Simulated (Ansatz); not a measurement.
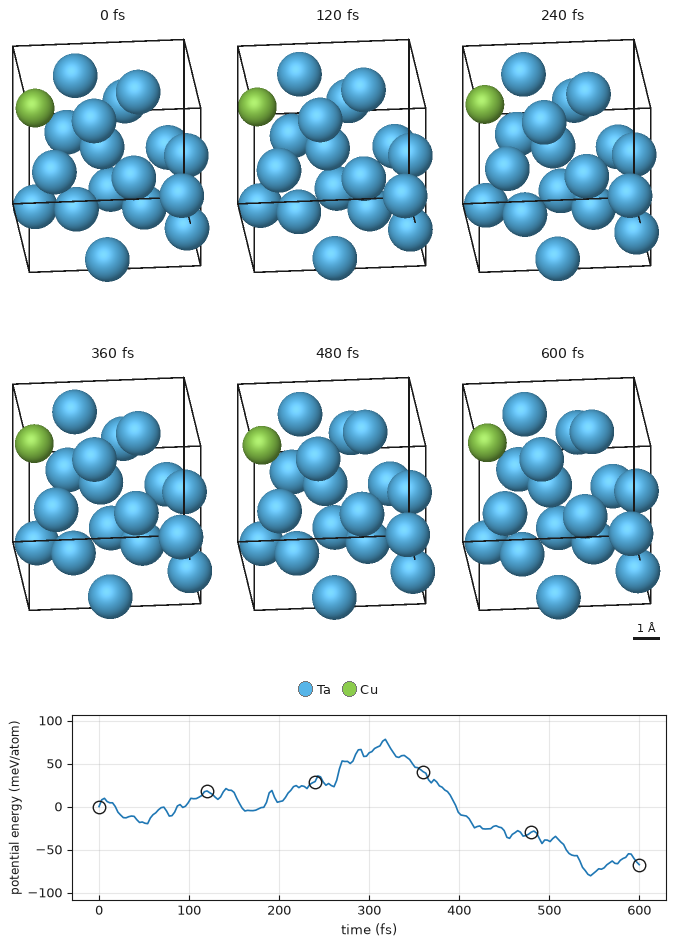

First-principles dynamics of Ta with an interstitial Cu (17 atoms in the cell), 600 fs long. It starts from the last geometry of an earlier run, with fresh velocities. Frames and the history of the run. Style: spheres-only. Shown: the simulation cell, from a free direction.

These are results of DFT PBE, scalar-relativistic, plane waves, PAW (Ansatz), not measurements. Set-up: plane-wave cutoff 420 eV; k-point mesh 3 × 3 × 3; Fermi-Dirac smearing 0.15 eV; low-accuracy preset; Langevin thermostat (NVT); set temperature 2100 K; time step 3 fs; friction 1 per fs.

Input
```yaml
accuracy: low
crystal:
  lattice:
    - [6.62, 0.0, 0.0]
    - [0.0, 6.62, 0.0]
    - [0.0, 0.0, 6.62]
  atoms:
    - { symbol: Ta, position: [0.01433713, -0.01534381, 0.01752765] }
    - { symbol: Ta, position: [0.54021094, 0.04492735, 0.04266289] }
    - { symbol: Ta, position: [0.03121523, 0.49634909, 0.02370992] }
    - { symbol: Ta, position: [-0.04403752, 0.10584487, 0.3677845] }
    - { symbol: Ta, position: [0.30014812, 0.28965394, 0.25733125] }
    - { symbol: Ta, position: [0.40131635, 0.42395741, -0.1231561] }
    - { symbol: Ta, position: [0.52489284, 0.00436616, 0.5039042] }
    - { symbol: Ta, position: [0.69127929, 0.34535611, 0.23717025] }
    - { symbol: Ta, position: [0.03610359, 0.4907514, 0.48731714] }
    - { symbol: Ta, position: [0.3185429, 0.73590009, 0.25048528] }
    - { symbol: Ta, position: [0.17720503, 0.1335024, 0.6994521] }
    - { symbol: Ta, position: [0.52104294, 0.55869898, 0.53228303] }
    - { symbol: Ta, position: [0.77972918, 0.76228649, 0.29531401] }
    - { symbol: Ta, position: [0.7566859, 0.25984241, 0.76574851] }
    - { symbol: Ta, position: [0.29090251, 0.76153598, 0.78283234] }
    - { symbol: Ta, position: [0.66796763, 0.66419121, 0.94484258] }
    - { symbol: Cu, position: [0.88677761, -0.17488259, 0.67878961] }
basis:
  ecutwfc: 420.0
kpoints:
  mp_grid: { grid: [3, 3, 3] }
hamiltonian:
  xc: pbe
scf:
  occupations: { method: fermi_dirac, width: 0.15 }
  lower_state_search: "off"
  max_iter: 92
md:
  timestep: 3
  n_steps: 200
  ensemble: nvt_langevin
  temperature: 2100.0
  initial_velocities: maxwell_boltzmann
  seed: 526244
  friction: 1.0
```

Launched with:
```bash
ansatz run input.yaml --threads 4 --pin off --max-ram 10240MiB --backend cpu --events-out ev --progress --plain --runs-dir out
```

**Describe the run.**

The mean temperature in the second half is 2039 K (standard deviation 438 K). The potential energy is still drifting at the end, so the run hasn't reached equilibrium. The potential energy in the second half lies on average 14.3 meV per atom below the first frame. In the second half of the run the atoms are, in the root-mean-square, this far from where they began (common drift taken out): Ta 0.18 Å, Cu 0.13 Å. That is small against the typical shortest distance between atoms in the first frame, about 2.6 Å: the atoms vibrate about their sites and the arrangement holds. The friction is so strong that the slow modes are overdamped, and the motion no longer resembles free dynamics.

Limits of the set-up: the program's low-accuracy preset was used; the periodic images lie only 6.6 Å apart, so the values are limited by the cell's size.

The run took 21 min on 4 threads of Intel(R) Xeon(R) 6975P-C (Granite Rapids), with other jobs on the host, peak memory 1.9 GiB.
